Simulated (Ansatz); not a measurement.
# SiNi3: optical spectrum from first principles, part 2 of 2

Aim: the dielectric function of SiNi3, and the optical constants that follow from it. The cell comes from an older database entry, whose edges can differ from later determinations, mostly by under a per cent.

Ansatz 0.2.0; DFT, PBE, plane-wave PAW, default files, scalar-relativistic, independent-particle optical response without local fields.

So far. Step 2 (Ground state and bands): There are states at the Fermi level within the smearing, so the occupations stay smeared and the carriers get a Drude term. The cell is left with a pressure of -6.0 GPa, as it stands unrelaxed at this level.

The database entry behind the starting cell differs from later determinations by our own check (an axis about 0.9 % long against later determinations), so it need not match the best structure at ambient conditions.

### Step 3. Spectrum

The spectrum is a sum over vertical transitions between filled and empty bands at the fixed density, so many empty bands are needed.

This step: DFT, PBE, plane-wave PAW, default files, scalar-relativistic, independent-particle optical response without local fields (Ansatz 0.2.0).

The input, input.yaml:

```yaml
crystal:
  lattice:
    - [3.542, 0.0, 0.0]
    - [0.0, 3.542, 0.0]
    - [0.0, 0.0, 3.542]
  atoms:
    - { symbol: Ni, position: [0.5, 0.5, 0.0] }
    - { symbol: Ni, position: [0.5, 0.0, 0.5] }
    - { symbol: Ni, position: [0.0, 0.5, 0.5] }
    - { symbol: Si, position: [0.0, 0.0, 0.0] }
kpoints:
  mp_grid: { grid: [8, 8, 8] }
scf:
  occupations: { method: fermi_dirac, width: 0.05 }
hamiltonian:
  xc: pbe
  pseudopotentials: { kind: paw }
output:
  optics:
    e_range: [0, 20]
    de: 0.05
    sigma: 0.15
    drude_damping: 0.05
    nscf_kmesh: { grid: [10, 10, 10] }
    bands: { spectra_wanted_up_to: 20 }
```

Started as:

```console
ansatz run input.yaml --threads 4 --pin off --max-ram 8192MiB --backend cpu --events-out ev --progress --plain --runs-dir out
```

Numbers of over 12 decimals in the logs are rounded to 6 here.

Log:

```text
[...]
Crystal: 4 atoms, lattice volume = 44.437 Å³
Basis set: ecut = 420 eV, 895 PW (Γ)
Bands: 35, of which v1, the nominal top of the filled ones, is band 29 counted from 1 (28 counted from 0)
Symmetry: 48 space group operations
[...]
k-points: 35 of 512
[...]
SCF iter   1: F=—  HF=-18156.782794 eV  |F-HF|=—  |Δ(HF+E_count)|=         —  Δρ=3.14e-3  dr2=4.71e-3  ethr=1.77e-3  ⟨swp⟩=5.5  Hψ=4410  notcnv=0
[...]
SCF iter  10: F=-18156.782488 eV  HF=-18156.782488 eV  |F-HF|=1.09e-11  |Δ(HF+E_count)|=  4.73e-11  Δρ=1.19e-7  dr2=6.48e-12  ethr=1.00e-12  ⟨swp⟩=4.0  Hψ=3887  notcnv=0
SCF 1 converged in 10 iterations: F = -18156.782488 eV  dr2 = 6.48e-12
[...]
NSCF: frozen V_eff on 56 k-points
output.optics: what the bands over the 61 summed would add to eps1, eps2 and the energy-loss function is held between a lower and an upper bound (8 Lanczos steps). eps1, eps2 and their loss function (loss_summed_bands) are given on every row as the summed bands alone make them. Along an axis, on a row where the two bounds hold the loss function to about 1 % of the greater of itself and 0.5 % of |1/eps|, its cell (loss_completed) is given, with the completed eps1 and eps2 that it is formed of (a cell that is left empty reads nan in the table and null in the record). The two bounds hold it so along every axis on all 400 rows up to 20.000 eV. [rest of the remark cut]
SCF converged after 10 iterations
Free energy (F): -18156.782488 eV
[...]
Internal energy: -18156.763513 eV  (E = F + TS)
E sigma→0 (E₀):  -18156.773000 eV
Entropy (-TS):   -0.018975 eV (-4.744 meV/atom)
Fermi energy:    16.859504 eV
[...]
--- Band table (eV; the first three rows and the last of 35) ---
  k-point 0: bands = [... 25 lower, 16.2563, 16.2563, 16.5753, 16.8864, 16.8864, 16.8864, 21.3662, 23.0071, ... 2 higher]
  k-point 1: bands = [... 25 lower, 16.2446, 16.2587, 16.5033, 16.8866, 17.2256, 17.2256, 21.7086, 22.9779, ... 2 higher]
  k-point 2: bands = [... 25 lower, 16.0432, 16.2162, 16.3396, 16.8870, 18.1815, 18.1815, 21.8685, 22.8960, ... 2 higher]
  k-point 34: bands = [... 25 lower, 15.6683, 15.6683, 16.4261, 16.6592, 16.6592, 16.6592, 17.9409, 20.7083, ... 2 higher]
```

The job ended after 2.9 min (4 threads of Intel Xeon at 2.50GHz (Skylake/Cascade Lake), shared host; peak memory 1.4 GiB; 6.1 min of CPU time).

Read-outs, printed or worked out from the files:

| Item | Value |
| --- | --- |
| main peak of the optical conductivity above 1 eV, first axis | 1.152 eV |
| Drude plasma energy, first axis | 1.843 eV |
| bands summed | 61 |
| spectra valid up to | 33.84 eV |
| program's estimate of the k-sum error in Im epsilon | 0.04 % |
| electrons in the f-sum | 21.06 |

The Im ε, any direction has structure finer than the step of the table below, so its rows give means over 2 eV, whole bins alone (the curve runs from 0.3 to 20 eV). Peaks (eV: height): 1.1: 87.3.

Im ε, any direction against photon energy; means over each step:

| photon energy (eV) | Im ε, any direction |
| --- | --- |
| 2 | 34.2 |
| 4 | 9.12 |
| 6 | 8.06 |
| 8 | 5.09 |
| 10 | 3.85 |
| 12 | 2.18 |
| 14 | 1.65 |
| 16 | 1.16 |
| 18 | 0.758 |

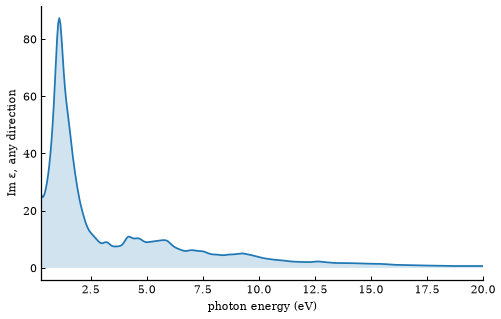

Im ε, any direction, plotted against photon energy.

Table of Re ε, any direction by photon energy:

```
photon energy (eV)  Re ε, any direction
                 2                -15.1
                 4                 3.73
                 6                -2.24
                 8                -1.30
                10                -2.07
                12               -0.977
                14               -0.638
                16               -0.555
                18              -0.0936
                20                0.284
```

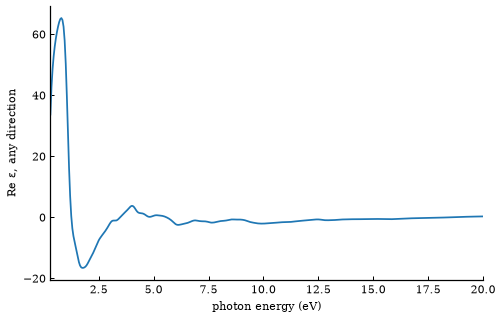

Re ε, any direction against photon energy.

Values under 1 per cm are given as 1. Table of absorption coefficient, any direction by photon energy:

```
photon energy (eV)  absorption coefficient, any direction (1/cm)
              2.00                                         9.4e5
              4.00                                         7.1e5
              6.00                                         1.5e6
              8.00                                         1.4e6
             10.00                                         1.8e6
             12.00                                         1.5e6
             14.00                                         1.6e6
             16.00                                         1.5e6
             18.00                                         1.2e6
             20.00                                         9.4e5
```

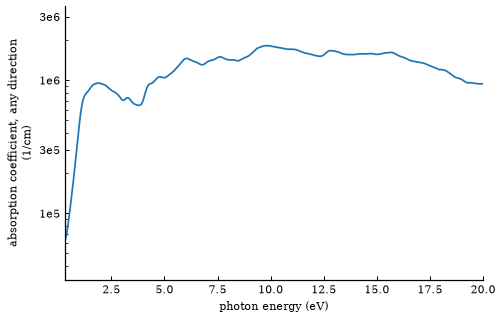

Absorption coefficient, any direction, plotted against photon energy.

The refractive index n and extinction k by photon energy:

```
photon energy (eV)      n      k
                 1   8.51   4.70
                 2   2.57   4.66
                 3   1.83   2.35
                 4   2.61   1.75
                 5   2.18   2.06
                 6   1.87   2.39
                 7   1.61   1.93
                 8   1.33   1.75
                 9   1.44   1.69
                10   1.05   1.78
                11  0.868   1.53
                12  0.801   1.27
                13  0.783   1.26
                14  0.758   1.10
                15  0.704   1.03
                16  0.582  0.945
                17  0.578  0.790
                18  0.582  0.657
                19  0.612  0.525
                20  0.707  0.465
```

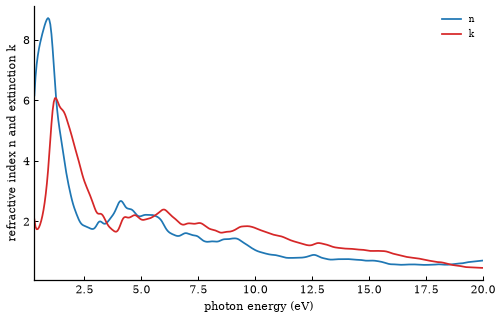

Refractive index n and extinction k, plotted against photon energy.

The loss function −Im 1/ε at q → 0, any direction has structure finer than the step of the table below, so its rows give means over 1 eV, whole bins alone (the curve runs from 0.3 to 20 eV). Peaks (eV: height): 19.1: 1.53.

Table of loss function −Im 1/ε at q → 0, any direction by energy loss; means over each step:

```csv
energy loss (eV),"loss function −Im 1/ε at q → 0, any direction"
1,0.0105
2,0.0326
3,0.0990
4,0.105
5,0.105
6,0.114
7,0.158
8,0.193
9,0.199
10,0.208
11,0.281
12,0.394
13,0.424
14,0.522
15,0.589
16,0.725
17,1.00
18,1.30
19,1.49
```

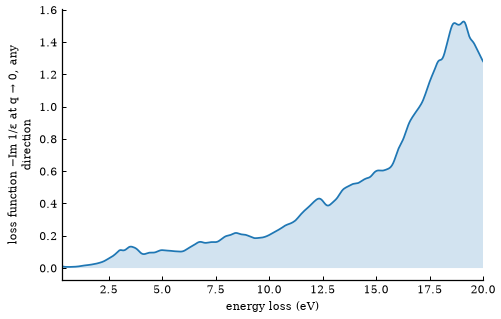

Loss function −Im 1/ε at q → 0, any direction against energy loss.

At chosen wavelengths:

| wavelength (nm) | n | k | R (%) | 1/α |
| --- | --- | --- | --- | --- |
| 1550 | 8.59 | 2.905 | 65.8 | 42 nm |
| 1064 | 7.00 | 5.980 | 72.0 | 14 nm |
| 800 | 4.36 | 5.668 | 71.3 | 11 nm |
| 633 | 2.68 | 4.777 | 70.5 | 11 nm |
| 405 | 1.91 | 2.277 | 44.0 | 14 nm |
| 365 | 1.92 | 2.069 | 40.0 | 14 nm |
| 308 | 2.63 | 1.794 | 35.8 | 14 nm |

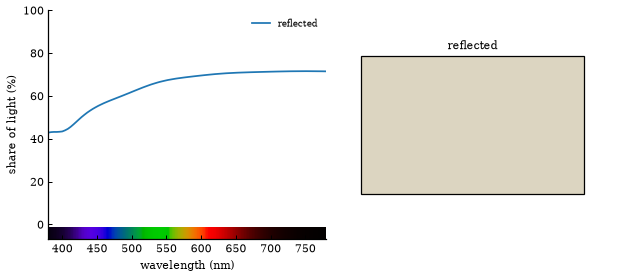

Light reflected across the visible range, with the colour that it makes of daylight (sRGB).

In reflection the computed colour is faintly yellow: x = 0.332, y = 0.352, luminous reflectivity 67 %.

### Step 4. What came out

- gap on the path: 0 eV
- main peak of the optical conductivity above 1 eV, first axis: 1.15 eV
- Drude plasma energy, first axis: 1.84 eV

In words: At this level (PBE, independent particles) SiNi3 is a metal with a Drude plasma energy of 1.8 eV; it reflects 67 % at 550 nm. Along x the bare Drude plasma energy is 1.8 eV; Re ε first rises through zero at 0.21 eV, far lower, because interband transitions screen the carriers. Im ε is 35 there, so the loss peak at that energy is weak. In reflection the computed colour is faintly yellow: x = 0.332, y = 0.352, luminous reflectivity 67 %. In the base run ε includes the program's bounded estimate of what the bands above those summed add. The carriers' damping of 0.05 eV is typed, not computed; at 0.8 eV the carriers give 1 % of Im ε along the first axis; the rest comes from the sum over bands, which at low energy also holds close bands and the noise of the mesh. The run has no spin polarisation. A start with parallel moments lost them; other magnetic orders weren't tried. The Fermi-Dirac width of 0.05 eV acts as an electron temperature of 580 K in the carriers' term.

[Logs are printed without paths, hosts, clocks, repeated set-up lines and the standing remarks that a program may print on its own settings, such as how far it seeks lower states.]

[Hosts, paths, dates, database ids (printed as entryN), source tags and the programs' standing remarks are cut or masked in the printed files.]
